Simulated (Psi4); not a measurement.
# COF2 (carbonyl fluoride) at PBE0/6-31G(d) (Cholesky decomposition, spherical functions, cholesky tolerance 0.001, sweep point 6)

Aim: the vertical electron affinity of COF2 (carbonyl fluoride) at PBE0/6-31G* (Cholesky decomposition, spherical functions, cholesky tolerance 0.001, sweep point 6), from 2 runs. 

Program for the calculation: Psi4 1.11.

2 further runs of the same task are left out: 2 set aside as unsound or not needed.

### 1 Starting point

COF2 has 4 atoms, charge 0, and is taken as a singlet. As SMILES, `O=C(F)F`. The coordinates come from a PBE0-D4/def2-TZVP relaxation.

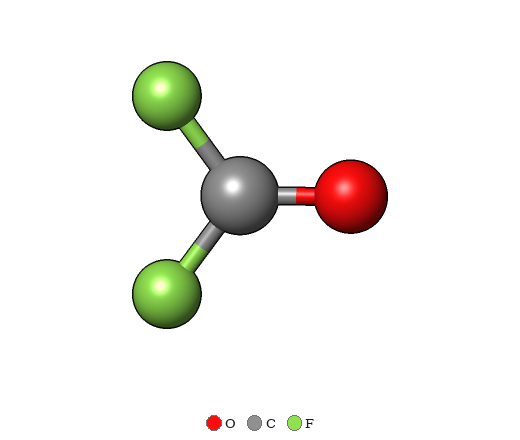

Viewed from a chosen angle; oxygen red, carbon grey, fluorine green.

### 2 A single-point energy at PBE0/6-31G(d) (Cholesky decomposition, spherical functions, cholesky tolerance 0.001, sweep point 6)

Input file calc.dat:

```
memory 1600 mb

molecule {
  0 1
  O     -2.34828707    -0.29744289     0.29084775
  C     -0.17353355    -0.02197751     0.02148619
  F      1.59774454    -1.56217990     0.80250999
  F      0.92405718     1.88160030    -1.11486282
  units bohr
  symmetry c1
}

set globals {
  basis 6-31G*
  reference rks
  puream true
  scf_type cd
  dft_radial_points 99
  dft_spherical_points 590
  cholesky_tolerance 0.001
}

energy("pbe0")
print_variables()
```

On the command line:

```
$ psi4 -i calc.dat -o calc.out -n 1
```

calc.out, shortened:

```text
[...]
  Running in c1 symmetry.
[...]
  Nuclear repulsion =  120.136422958684221
[...]
  Multiplicity = 1
[...]
  Nalpha       = 16
  Nbeta        = 16
[...]
    Number of basis functions: 56
[...]
   @RKS iter   1:  -312.56886400289414   -9.97164e-02   1.10480e-02 DIIS/ADIIS
[...]
   @RKS iter   8:  -312.70737789481274   -1.63039e-08   2.96490e-07 DIIS
[...]
    Orbital Energies [Eh]
    ---------------------
    Doubly Occupied:
       1A    -24.853390     2A    -24.853357     3A    -19.268118
       4A    -10.489833     5A     -1.371135     6A     -1.297186
       7A     -1.141908     8A     -0.711553     9A     -0.640402
      10A     -0.592737    11A     -0.561323    12A     -0.491649
      13A     -0.485324    14A     -0.470862    15A     -0.410278
      16A     -0.366006
[...]
  @RKS Final Energy:  -312.70737789481274
   => Energetics <=
    Nuclear Repulsion Energy =            120.1364229586842214
    One-Electron Energy =                -670.9548430693793080
    Two-Electron Energy =                 264.3787357991105864
    DFT Exchange-Correlation Energy =     -26.2676935832282012
    Empirical Dispersion Energy =           0.0000000000000000
    VV10 Nonlocal Energy =                  0.0000000000000000
    Total Energy =                       -312.7073778948127369
[...]
 Multipole Moments:
 ------------------------------------------------------------------------------------
     Multipole            Electronic (a.u.)      Nuclear  (a.u.)        Total (a.u.)
 ------------------------------------------------------------------------------------
 L = 1.  Multiply by 2.5417464519 to convert [e a0] to [Debye]
 Dipole X            :          1.5970060           -1.1401014            0.4569047
 Dipole Y            :          0.2022912           -0.1444089            0.0578823
 Dipole Z            :         -0.1977811            0.1412094           -0.0565717
 Magnitude           :                                                    0.4640179
[...]
```

It took 7.2 s on 1 thread of Intel Xeon at 2.70GHz, shared host; peak memory 0.55 GiB.

### 3 The doublet anion at the same level

Input file input.dat:

```
memory 1600 mb

molecule {
  -1 2
  O     -2.34828707    -0.29744289     0.29084775
  C     -0.17353355    -0.02197751     0.02148619
  F      1.59774454    -1.56217990     0.80250999
  F      0.92405718     1.88160030    -1.11486282
  units au
  symmetry c1
}

set {
  basis                6-31G*
  reference            uks
  puream               true
  scf_type             cd
  dft_radial_points    99
  dft_spherical_points 590
  cholesky_tolerance   0.001
  maxiter              100
}

energy('pbe0')
```

On the command line:

```
$ psi4 input.dat output.dat -n 1
```

output.dat, shortened:

```text
[...]
  Running in c1 symmetry.
[...]
  Nuclear repulsion =  120.136422958684221
[...]
  Multiplicity = 2
[...]
  Nalpha       = 17
  Nbeta        = 16
[...]
    Number of basis functions: 56
[...]
   @UKS iter   1:  -312.40830559282597    6.08420e-02   1.24683e-02 ADIIS/DIIS
[...]
   @UKS iter   8:  -312.59023538695629   -7.93914e-08   7.35250e-07 DIIS
[...]
   @S^2 Observed:                7.532994598E-01
[...]
    Orbital Energies [Eh]
    ---------------------
    Alpha Occupied:
       1A    -24.514914     2A    -24.514883     3A    -18.872932
       4A    -10.043915     5A     -1.034396     6A     -0.966750
       7A     -0.766865     8A     -0.386735     9A     -0.308860
      10A     -0.271564    11A     -0.231015    12A     -0.181353
      13A     -0.152687    14A     -0.144039    15A     -0.081801
      16A     -0.015426    17A      0.235777
    Alpha Virtual:
      18A      0.427168    19A      0.613807    20A      0.658751
      21A      0.785865    22A      0.803354    23A      0.812833
      24A      1.033373    25A      1.174985    26A      1.278002
[...]
  @UKS Final Energy:  -312.59023538695629
   => Energetics <=
    Nuclear Repulsion Energy =            120.1364229586842214
    One-Electron Energy =                -681.9388549653994005
    Two-Electron Energy =                 275.8478717031972565
    DFT Exchange-Correlation Energy =     -26.6356750834383220
    Empirical Dispersion Energy =           0.0000000000000000
    VV10 Nonlocal Energy =                  0.0000000000000000
    Total Energy =                       -312.5902353869562944
[...]
 Multipole Moments:
 ------------------------------------------------------------------------------------
     Multipole            Electronic (a.u.)      Nuclear  (a.u.)        Total (a.u.)
 ------------------------------------------------------------------------------------
 L = 1.  Multiply by 2.5417464519 to convert [e a0] to [Debye]
 Dipole X            :          2.1836467           -1.1401014            1.0435453
 Dipole Y            :          0.2765921           -0.1444089            0.1321832
 Dipole Z            :         -0.2706562            0.1412094           -0.1294468
 Magnitude           :                                                    1.0598187
[...]
```

Run time: 9.3 s. Hardware: 1 thread of Intel Xeon at 2.70GHz, shared host; peak memory 0.55 GiB.

### 4 What came out

Level: PBE0/6-31G* (Cholesky decomposition, spherical functions, cholesky tolerance 0.001, sweep point 6).

| quantity | value |
| --- | --- |
| singlet COF2: total energy | -312.70738 Eh |
| singlet COF2: dipole moment | 1.18 D |
| singlet COF2: HOMO energy | -9.96 eV |
| singlet COF2: LUMO energy | 0.02 eV |
| singlet COF2: HOMO–LUMO gap | 9.98 eV |
| doublet anion: total energy | -312.59024 Eh |
| doublet anion: HOMO energy (highest over α and β) | 6.42 eV |
| doublet anion: LUMO energy (lowest over α and β) | 11.00 eV |
| doublet anion: ⟨S²⟩ | 0.753 |
| vertical electron affinity (to the doublet anion) | -3.188 eV |

What this shows: The anion lies 3.19 eV (74 kcal/mol) above the neutral: the electron isn't bound at this level, and such a value depends on the basis. Without diffuse functions anions come out too high. The HOMO (doublet anion) lies at positive energy, 6.42 eV; only total energies tell whether the electron is bound.
